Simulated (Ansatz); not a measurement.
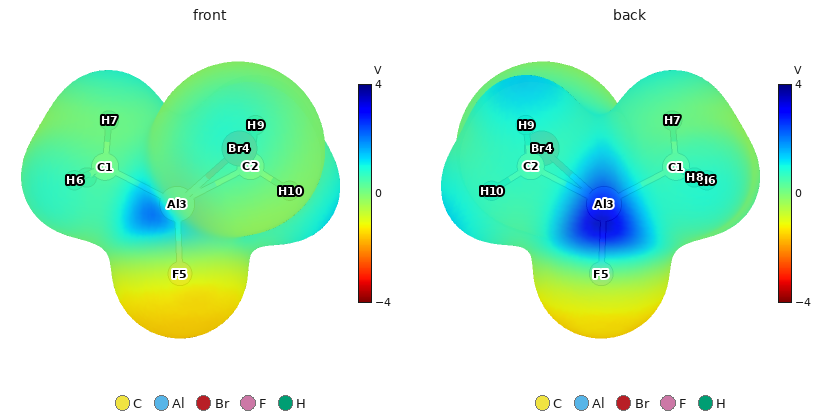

Figure 1: C2H5AlBrF. The electrostatic potential painted on the density surface at 0.002 e/bohr³, seen from the front and from behind; the colour scale runs from red (negative) to blue (positive).

Geometry: PBE0-D3(BJ)/def2-SVP.

Computed with isolated molecule in a Gaussian basis; Kohn-Sham density functional theory, functional PBE0 (Ansatz 0.2.0).

The calculation's input:

```
crystal:
  periodic: [false, false, false]
  atoms:
    - {symbol: C, position_ang: [-0.992658, 0.354608, -0.354588]}
    - {symbol: C, position_ang: [-0.892784, -2.964782, 0.557365]}
    - {symbol: Al, position_ang: [-1.745150, -1.205221, 0.512321]}
    - {symbol: Br, position_ang: [0.042964, -2.296307, 2.204208]}
    - {symbol: F, position_ang: [-3.258271, -1.127595, 1.220994]}
    - {symbol: H, position_ang: [-1.099481, 1.249216, 0.279409]}
    - {symbol: H, position_ang: [0.077050, 0.222606, -0.580074]}
    - {symbol: H, position_ang: [-1.512995, 0.567595, -1.303328]}
    - {symbol: H, position_ang: [-0.093801, -3.239993, -0.142187]}
    - {symbol: H, position_ang: [-1.455503, -3.850377, 0.877773]}
basis:
  gaussian:
    orbitals: def2-TZVPD
hamiltonian:
  xc: {name: PBE0}
output:
  forces: true
  orbitals: {seedname: orbitals}
```

Run with:

```sh
ansatz run input.yaml --threads 2 --pin off --max-ram 5220MiB --events-out events.jsonl --progress --plain --runs-dir runs
```

Q: Where is the surface potential most negative and most positive?

A: The most negative region (about −1.5 V) lies over F5, the most positive (about +3.2 V) over Al3.

Q: What dipole moment does the calculation give?

A: Its dipole moment is 2.41 D.
